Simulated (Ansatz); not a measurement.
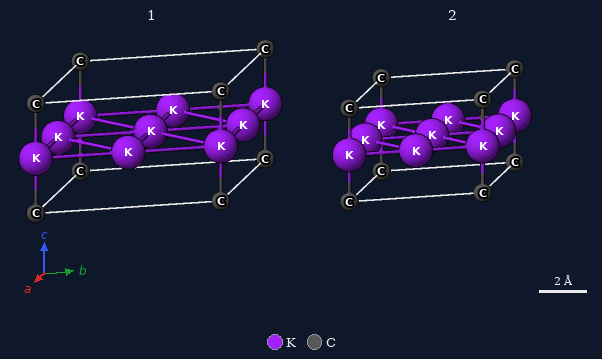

Two geometries of solid K₄C (a generated structure, set up in P6/mmm) (coarse preliminary run), drawn at one scale. One is the start of a relaxation, the other its converged end. Style: ball-and-stick. Shown: the cell of the calculation, slightly off an axis.

Theory: DFT PBE, scalar-relativistic, plane waves, PAW (Ansatz). (plane-wave cutoff 420 eV; k-point mesh 3 × 3 × 4; occupations gaussian; smearing width 0.1 eV; no spin polarisation; cell and atoms relaxed; force threshold 0.04 eV/Å; at most 70 steps)

Question: Which of the two is the end point?

Answer: Structure 1 is the relaxed one. The atoms keep their places relative to the cell (all moves are under 0.005 Å). The drawn cell changes as follows: a = b 6.000 → 8.321 Å (+38.7 %), c 4.127 → 4.861 Å (+17.8 %); the volume changes by +126.6 %. Among the contacts that change: K–K 3.000 → 4.161 Å, C–K 2.063 → 2.430 Å. The space group stays P6/mmm (No. 191). After 9 accepted moves (11 points after the start) the energy has fallen by 761 meV per atom. All forces vanish by symmetry, so only the cell relaxes. Pressure: 11.64 GPa at the start and 0.08 GPa at the end. At 2 points the geometry stayed and the basis and grid were re-selected for the new cell (energy shift of 67.4 meV per atom at most each time).

Limits of the set-up: the k-point mesh is coarse for a cell with partly filled bands.
